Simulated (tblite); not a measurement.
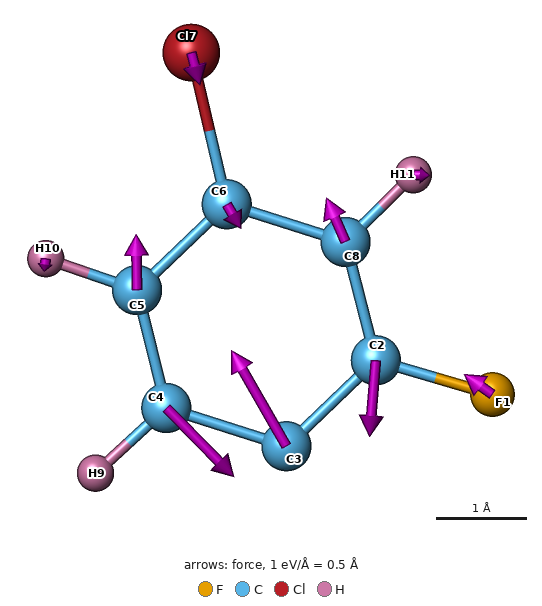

Starting geometry of C6H3ClF (multiplicity 2) with the computed forces as purple arrows. The picture is a ball-and-stick view, seen face on.

Method: GFN2-xTB geometry optimisation, gas phase in tblite 0.8.0. 

Question: What follows when this structure is relaxed?

Answer: It isn't relaxed: the largest force vector, on C3, is 2.49 eV/Å. The final displacements follow the starting forces only in part (cosine between the two patterns 0.63). The energy falls by 17.2 kJ/mol in 13 geometry steps. C3 moves most after the best rigid fit: 0.078 Å. By element the largest moves are C 0.078 Å, H 0.054 Å, Cl 0.050 Å, F 0.039 Å. Some distances before and after: C3–C4 1.412 → 1.360 Å, C2–C3 1.395 → 1.366 Å, C6–Cl7 1.756 → 1.729 Å, C4–C5 1.371 → 1.394 Å. Bond angles that change, for instance: C2–C3–C4 118.3° → 123.7°, C6–C8–H11 117.4° → 121.9°, C6–C5–H10 117.0° → 120.7°.
